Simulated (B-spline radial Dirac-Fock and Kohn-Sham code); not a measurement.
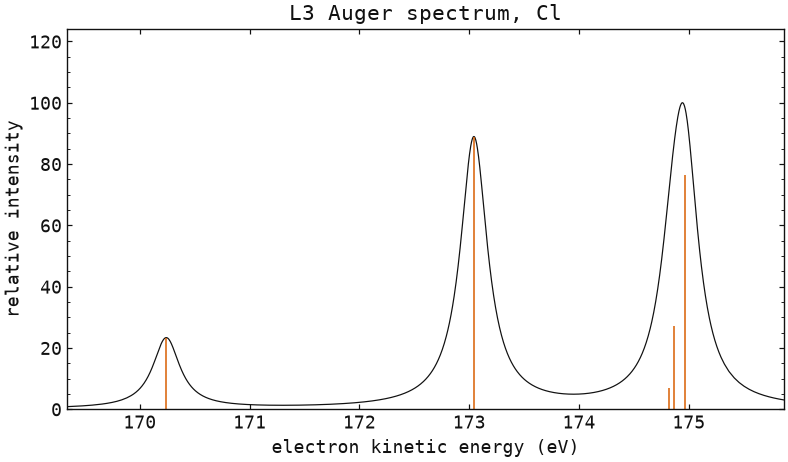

The Auger multiplet of an L3 hole with both final holes in M23, broadened by 0.30 eV full width. Kinetic energies count from the vacuum level; very weak lines are left out. Lines are named by their largest jj component, which in light atoms can differ from the customary names. The figure is for neutral Cl ([Ne] 3s1 3p6), which is not the ground configuration. Method: Dirac–Fock ΔSCF energies in intermediate coupling of the two holes, Coulomb rates, valence shells as spectators (computed with a B-spline radial atomic code).

> How wide is the L3 level from this decay?

0.119 eV from this multiplet.

> Which line is strongest?

L3-M2M3 J=2 at 173.0 eV, 40 % of the multiplet.
